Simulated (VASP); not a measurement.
Band structure of ZrSi (space group Cmcm). Method: LDA (Ceperley-Alder, Perdew-Zunger) with spin-orbit coupling, VASP's LDA PAW potentials (set 64) (plane waves; VASP 6.6.1).

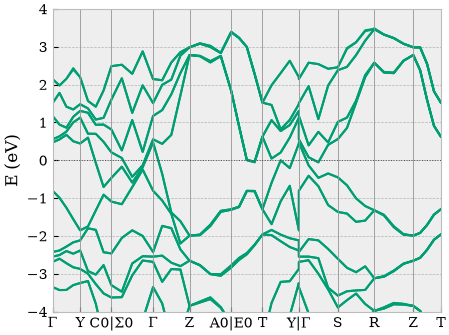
Bands along high-symmetry lines, zero at the valence-band maximum or, without a gap, the Fermi level

Problem. Read the plot: is there a gap, and where are the band edges?

Solution. It has no gap at this level: it comes out as a metal or semimetal.

The structure comes from a computed database's ZrSi entry (Cmcm); how it stands against other phases isn't given here. It was relaxed first.
